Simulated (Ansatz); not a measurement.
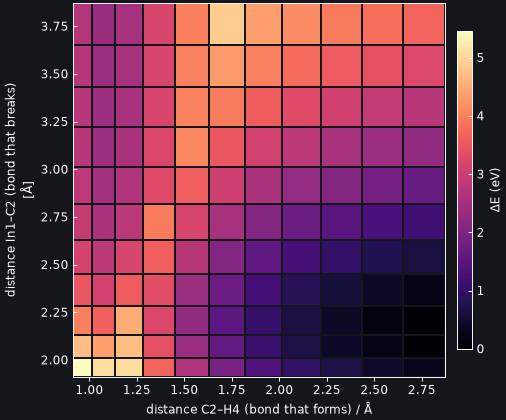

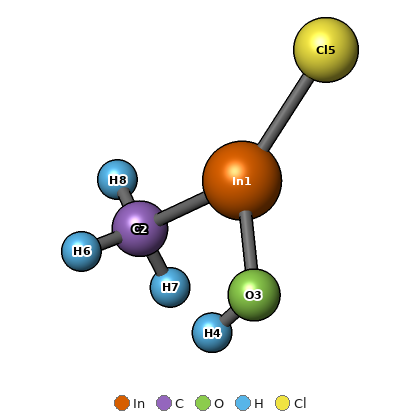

Energy landscape of the reacting system CH₄ClInO (fragments CH₄ClInO where the first distance is long, ClInO + CH₄ where the second is long). The first coordinate is: distance C2–H4 (bond that forms); the second: distance In1–C2 (bond that breaks). Relaxed at each point: all other coordinates. The scan uses an 11 × 11 grid. Points are written as (first, second). Energies: eV, counted from the lowest grid point. Energies and slopes of some neighbouring points disagree (a jump in structure or state, or too coarse a mesh). The reference is spin-restricted, so regions where a bond is pulled apart into radicals lie too high. All numbers below come from RHF/def2-SVP (Ansatz 0.2.0).

The picture shows one coloured cell a grid point. The second picture is the structure at the lowest point.

Where are the lowest and the highest points?

Answer. The lowest grid point is at (2.763 Å, 2.203 Å). It lies at the edge of the scanned range, so the true minimum may lie outside. The highest grid point, (0.963 Å, 1.962 Å), lies 5.46 eV above the lowest.

Grid values (eV):

```csv
"second ↓, first →",0.963,1.064,1.204,1.363,1.536,1.720,1.914,2.116,2.325,2.541,2.763
3.762,2.71,2.34,2.53,3.16,4.01,4.88,4.35,4.14,3.96,3.81,3.69
3.540,2.72,2.35,2.53,3.17,4.01,4.33,4.01,3.75,3.55,3.39,3.25
3.324,2.73,2.37,2.55,3.19,4.04,3.97,3.59,3.30,3.09,2.91,2.77
3.115,2.76,2.40,2.58,3.23,4.09,3.52,3.11,2.81,2.57,2.39,2.24
2.913,2.83,2.47,2.65,3.30,3.62,3.03,2.59,2.27,2.03,1.84,1.69
2.719,2.94,2.59,2.78,3.96,3.16,2.53,2.07,1.74,1.49,1.29,1.13
2.535,3.15,2.79,3.16,3.62,2.73,2.07,1.59,1.24,0.99,0.79,0.63
2.362,3.48,3.13,3.58,3.35,2.40,1.71,1.21,0.85,0.59,0.38,0.22
2.203,3.99,3.64,4.51,3.24,2.25,1.53,1.02,0.65,0.37,0.16,0.00
2.063,4.71,4.36,4.71,3.38,2.36,1.62,1.08,0.70,0.42,0.21,0.04
1.962,5.46,5.11,5.07,3.71,2.67,1.91,1.36,0.97,0.68,0.47,0.30
```

The input of one point:

```yaml
crystal:
  periodic: [false, false, false]
  atoms:
    - { symbol: In, position_ang: [-0.767218, 0.131412, -0.823185] }
    - { symbol: C, position_ang: [0.723174, 0.64819, 0.714632] }
    - { symbol: O, position_ang: [-0.633394, -1.833657, -0.529857] }
    - { symbol: H, position_ang: [-0.022048, -1.946303, 0.125208] }
    - { symbol: Cl, position_ang: [-2.196381, 1.082918, -2.401413] }
    - { symbol: H, position_ang: [1.591896, 0.058303, 0.419276] }
    - { symbol: H, position_ang: [0.328832, 0.166432, 1.610462] }
    - { symbol: H, position_ang: [0.97494, 1.692704, 0.884978] }
basis:
  gaussian: { orbitals: def2-SVP }
hamiltonian:
  xc: hf
output:
  forces: true
relax:
  f_tol: 0.02
  max_steps: 50
  escape_saddle: false
  constraints: [{ distance: [1, 3] }, { distance: [0, 1] }]
scf:
  lower_state_search: "off"
```

Each point was launched as `ansatz run input.yaml --threads 1 --pin off --max-ram 2560MiB --backend cpu --events-out ev --progress --plain --runs-dir out`. Time for the 121 points that were run: 35 min on 1 thread of Arm Neoverse V1, with other jobs on the host.
